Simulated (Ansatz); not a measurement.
A computed series for ZnS: response to strain

Base system: ZnS in the wurtzite structure (space group P6_3mc, No. 186).

```
CELL_PARAMETERS angstrom
      3.80703     0.00000     0.00000
     -1.90352     3.29699     0.00000
      0.00000     0.00000     6.24624
ATOMIC_POSITIONS crystal
  Zn 0.66667 0.33333 0.99975
  Zn 0.33333 0.66667 0.49975
  S  0.66667 0.33333 0.62545
  S  0.33333 0.66667 0.12545
```

Strains are applied to the cell and any free atomic positions relax.

Level of theory: r2SCAN/PAW in Ansatz (a first-principles code), spin-orbit coupling left out, earlier PAW set.

Notes on the quantities. pressure: mean of the normal stresses, compression positive.

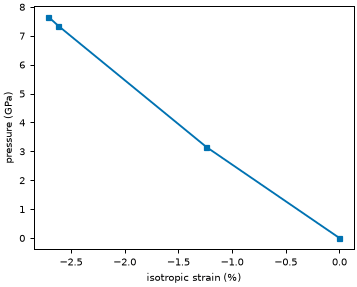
Fig. 1. Pressure against isotropic strain

Problem. From the plot, what is the pressure for isotropic strain −2.71 %?

Solution. About 7.7 GPa.

Problem. Is the trend monotonic over the range shown?

Solution. Yes, it falls throughout, spanning 0.00 GPa to 7.65 GPa.

Whether these cells are dynamically stable was not tested.
